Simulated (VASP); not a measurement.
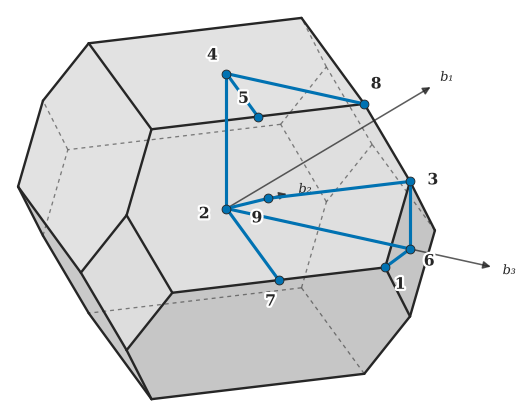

For CuGe3, a model structure set up as the input of an electronic-structure calculation (not necessarily at equilibrium): the first Brillouin zone of a body-centred tetragonal lattice (tI; extended symbol tI2) is drawn with its special points numbered. The drawing is computed from the coordinates (standard cell, symmetry found to 0.002 Å).

a = 4.220 Å, b = 4.220 Å, c = 8.454 Å, α = 90.00°, β = 90.00°, γ = 90.00°.

Labels and path follow the convention of Hinuma et al. (2017), as computed by seekpath; the arrows show the directions of the reciprocal primitive vectors b₁, b₂, b₃, in which coordinates are given.

Give the label and coordinates of each numbered point.

Answer.
```json
{"no.": "1", "label": "R", "coordinates": "(−0.125, 0.125, 1/2)"}
{"no.": "2", "label": "Γ", "coordinates": "(0, 0, 0)"}
{"no.": "3", "label": "P", "coordinates": "(1/4, 1/4, 1/4)"}
{"no.": "4", "label": "M", "coordinates": "(1/2, 1/2, −1/2)"}
{"no.": "5", "label": "S", "coordinates": "(0.312, 0.688, −0.312)"}
{"no.": "6", "label": "X", "coordinates": "(0, 0, 1/2)"}
{"no.": "7", "label": "S₀", "coordinates": "(−0.312, 0.312, 0.312)"}
{"no.": "8", "label": "G", "coordinates": "(1/2, 1/2, −0.125)"}
{"no.": "9", "label": "N", "coordinates": "(0, 1/2, 0)"}
```
